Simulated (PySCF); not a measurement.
# SiH4O (silanol) at 5 levels

Aim: a comparison of 5 runs (HF/STO-3G, HF/def2-SVP, B3LYP/6-31G*, PBE0/def2-SVP) of SiH4O (silanol). Input form: a Python script.

Program for the calculation: PySCF 2.14.0.

### 1 The molecule

SiH4O: 6 atoms, total charge 0, spin state singlet. As SMILES, `O[SiH3]`. The coordinates come from a PBE0-D4/def2-TZVP relaxation.

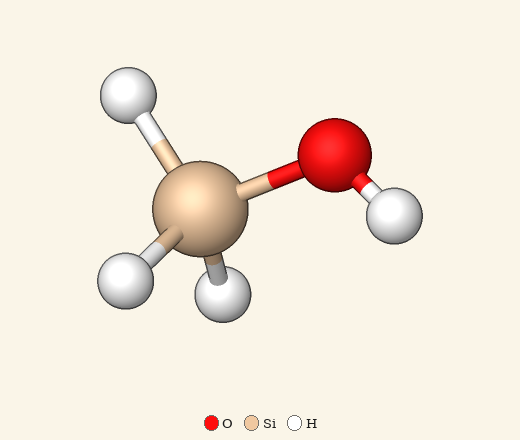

Viewed from a chosen angle; oxygen red, silicon light orange, hydrogen white.

### 2 Energy and gradient at HF/STO-3G (run 1)

job.py reads:

```python
import pyscf.grad
from pyscf import gto, scf

mol = gto.M(
    atom='''
O        0.636700      -1.030300       0.419000
Si      -0.035700       0.346500      -0.187000
H        0.069100      -1.629200       0.904700
H       -1.128300       0.045700      -1.152800
H        1.060500       1.064900      -0.875600
H       -0.602300       1.202400       0.891700
''',
    basis='sto-3g',
    max_memory=1860,
    verbose=3,
)

myscf = scf.RHF(mol)
myscf.conv_tol = 1e-10
myscf.kernel()
if not myscf.converged:
    myscf = myscf.newton().run(myscf.mo_coeff, myscf.mo_occ)

energy = myscf.e_tot
print('Final energy', energy)
grad = myscf.Gradients().kernel()
dip = myscf.dip_moment()
pop, q = myscf.mulliken_pop()
```

Launch:

```console
$ OMP_NUM_THREADS=1 python job.py
```

Log:

```text
converged SCF energy = -361.762298528007
Final energy -361.7622985280068
--------------- RHF gradients ---------------
         x                y                z
0 O    -0.0399481055    -0.0008887139     0.0108176959
1 Si     0.0258479098    -0.0350773403     0.0131682454
2 H     0.0274175351     0.0090685318    -0.0122114020
3 H    -0.0240030589    -0.0067578185    -0.0208387176
4 H     0.0232544845     0.0152350386    -0.0146092348
5 H    -0.0125687651     0.0184203023     0.0236734131
----------------------------------------------
Dipole moment(X, Y, Z, Debye): -1.24076,  0.05603,  0.28869
 ** Mulliken pop  **
pop of  0 O 1s            1.99761
pop of  0 O 2s            1.82076
pop of  0 O 2px           1.59023
pop of  0 O 2py           1.37190
pop of  0 O 2pz           1.71661
pop of  1 Si 1s           1.99961
pop of  1 Si 2s           1.98730
pop of  1 Si 3s           1.14452
pop of  1 Si 2px          1.96482
pop of  1 Si 2py          1.96482
pop of  1 Si 2pz          1.96548
pop of  1 Si 3px          0.74783
pop of  1 Si 3py          0.64352
pop of  1 Si 3pz          0.75462
pop of  2 H 1s            0.82601
pop of  3 H 1s            1.17327
pop of  4 H 1s            1.15781
pop of  5 H 1s            1.17327
 ** Mulliken atomic charges  **
charge of    0O =     -0.49713
charge of    1Si =      0.82749
charge of    2H =      0.17399
charge of    3H =     -0.17327
charge of    4H =     -0.15781
charge of    5H =     -0.17327
```

Run time: 3.9 s. Hardware: 1 thread of Intel Xeon at 2.50GHz (Skylake/Cascade Lake), shared host; peak memory 0.11 GiB.

### 3 Energy and gradient at HF/def2-SVP (run 2)

start.xyz reads:

```xyz
6
H4OSi
O      0.636700    -1.030300     0.419000
Si    -0.035700     0.346500    -0.187000
H      0.069100    -1.629200     0.904700
H     -1.128300     0.045700    -1.152800
H      1.060500     1.064900    -0.875600
H     -0.602300     1.202400     0.891700
```

job.py reads:

```python
# O[SiH3]
import pyscf.grad
from pyscf import gto

mol = gto.M(
    atom='start.xyz',
    charge=0,
    max_memory=1860,
    verbose=4,
    basis='def2-svp',
)

hf = mol.RHF()
hf.conv_tol = 1e-10
hf.kernel()
if not hf.converged:
    hf = hf.newton().run(hf.mo_coeff, hf.mo_occ)

energy = hf.e_tot
print('Final energy', energy)
grad = hf.Gradients().kernel()
hf.analyze()
```

Launch:

```console
$ OMP_NUM_THREADS=1 python job.py
```

Log:

```text
PySCF version 2.14.0

[... 74 lines left out ...]
Nuclear Repulsion Energy =              64.754891808095749
[... 9 lines left out ...]
MO #4   energy= -4.25892571793964  occ= 2
[... 7 lines left out ...]
MO #12  energy= -0.471761612708425 occ= 2
[... 7 lines left out ...]
MO #20  energy= 0.462437423705869  occ= 0
[... 7 lines left out ...]
MO #28  energy= 0.910215526145473  occ= 0
[... 7 lines left out ...]
MO #36  energy= 1.63577918243861   occ= 0
[... 7 lines left out ...]
MO #44  energy= 2.28752872629689   occ= 0
[... 7 lines left out ...]
MO #52  energy= 4.08726532559069   occ= 0
[... 61 lines left out ...]
Dipole moment(X, Y, Z, Debye): -1.35774, -0.36963,  0.55993
```

Wall time 4.5 s (1 thread of Intel Xeon at 2.50GHz (Skylake/Cascade Lake), shared host); peak memory 0.13 GiB.

### 4 Energy and gradient at B3LYP/6-31G(d) (spherical functions) (run 3)

input.py reads:

```python
import pyscf.grad
from pyscf import gto, dft

mol = gto.Mole()
mol.atom = '''
O    0.636700  -1.030300   0.419000
Si  -0.035700   0.346500  -0.187000
H    0.069100  -1.629200   0.904700
H   -1.128300   0.045700  -1.152800
H    1.060500   1.064900  -0.875600
H   -0.602300   1.202400   0.891700
'''
mol.spin = 0
mol.max_memory = 1860
mol.basis = '6-31g*'
mol.verbose = 4
mol.build()

mf = dft.RKS(mol, xc='b3lyp')
mf.conv_tol = 1e-10
mf.grids.level = 5
mf.kernel()
if not mf.converged:
    mf = mf.newton().run(mf.mo_coeff, mf.mo_occ)

e_tot = mf.e_tot
print(f'total energy: {e_tot:.8f} hartree')
grad = mf.Gradients().kernel()
dip = mf.dip_moment()
pop, q = mf.mulliken_pop()
```

Launch:

```console
$ OMP_NUM_THREADS=1 python input.py
```

Log:

```text
PySCF version 2.14.0

[... 72 lines left out ...]
converged SCF energy = -367.139453452262
total energy: -367.13945345 hartree
[... 13 lines left out ...]
Dipole moment(X, Y, Z, Debye): -1.25797, -0.45026,  0.57982
[... 47 lines left out ...]
charge of    5H =     -0.10062
```

Wall time 24 s (1 thread of Intel Xeon at 2.50GHz (Skylake/Cascade Lake), shared host); peak memory 0.44 GiB.

Run 4 isn't shown in full; the table further down has it.

### 5 Energy and gradient at PBE0/def2-SVP (run 5)

start.xyz, as its differences from that of step 3:

```diff
@@ -1,3 +1,3 @@
 6
-H4OSi
+
 O      0.636700    -1.030300     0.419000
```

job.py reads:

```python
from pyscf import gto, dft

molecule = gto.Mole()
molecule.atom = 'start.xyz'
molecule.charge = 0
molecule.verbose = 4
molecule.max_memory = 1860
molecule.basis = 'def2-svp'
molecule.build()

mf = dft.RKS(molecule)
mf.xc = 'pbe0'
mf.grids.level = 5
mf.conv_tol = 1e-10
mf.kernel()
if not mf.converged:
    mf = mf.newton().run(mf.mo_coeff, mf.mo_occ)

energy = mf.e_tot
print('E(%s) = %.9f' % ('PBE0', energy))
grad = mf.nuc_grad_method().kernel()
mf.analyze()
```

Launch:

```console
$ OMP_NUM_THREADS=1 python job.py
```

Log:

```text
PySCF version 2.14.0

[... 88 lines left out ...]
Nuclear Repulsion Energy =              64.754891808095749
[... 8 lines left out ...]
MO #3   energy= -5.34799250881984  occ= 2
[... 6 lines left out ...]
MO #10  energy= -0.39316723218369  occ= 2
[... 6 lines left out ...]
MO #17  energy= 0.0981281416162506 occ= 0
[... 6 lines left out ...]
MO #24  energy= 0.470834488347776  occ= 0
[... 6 lines left out ...]
MO #31  energy= 0.904626296046455  occ= 0
[... 6 lines left out ...]
MO #38  energy= 1.52131861786712   occ= 0
[... 6 lines left out ...]
MO #45  energy= 2.18853752723753   occ= 0
[... 6 lines left out ...]
MO #52  energy= 3.69795537208881   occ= 0
[... 61 lines left out ...]
Dipole moment(X, Y, Z, Debye): -1.16854, -0.48939,  0.57893
```

Run time: 25 s. Hardware: 1 thread of Intel Xeon at 2.50GHz (Skylake/Cascade Lake), shared host; peak memory 0.53 GiB.

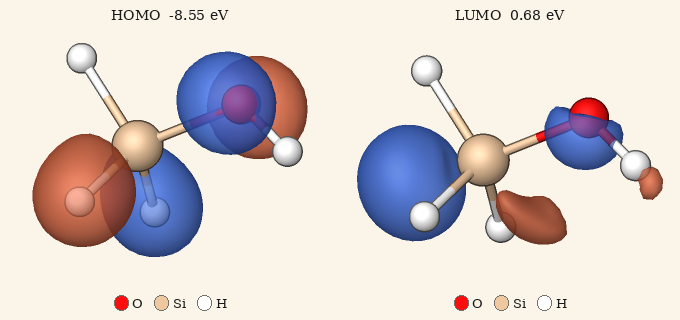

Frontier orbitals of this run, surfaces at ±0.2 Å^-3/2.

### 6 All runs side by side

```csv
run,level,integration grid,Cartesian functions,energy (Eh),dipole moment (D),HOMO energy (eV),LUMO energy (eV),wall time
1,HF/STO-3G,–,no,-361.762299,1.28,-9.26,13.34,3.9 s
2,HF/def2-SVP,–,no,-366.002177,1.51,-12.39,4.01,4.5 s
3,B3LYP/6-31G* (spherical functions),5,no,-367.139453,1.46,-8.21,0.29,24 s
4,B3LYP/6-31G* (Cartesian functions),5,yes,-367.142524,1.46,-8.21,0.24,21 s
5,PBE0/def2-SVP,5,no,-366.783177,1.39,-8.55,0.68,25 s
```

### 7 Outcome

| quantity | value |
| --- | --- |
| run 5: total energy | -366.78318 Eh |
| run 5: dipole moment | 1.39 D |
| run 5: HOMO energy | -8.55 eV |
| run 5: LUMO energy | 0.68 eV |
| run 5: HOMO–LUMO gap | 9.22 eV |
| run 5: largest force on an atom | 0.534 eV/Å |

**Reading.** The dipole moment (its size) runs from 1.28 D (HF/STO-3G) to 1.51 D (HF/def2-SVP). The HOMO–LUMO gap runs from 8.45 eV (B3LYP/6-31G*) to 22.60 eV (HF/STO-3G). The two ends differ in method and basis. Totals of different functionals can't be ranked against each other. In run 1 the basis is minimal, so the values are rough. All runs together took 79 s, the longest 25 s.
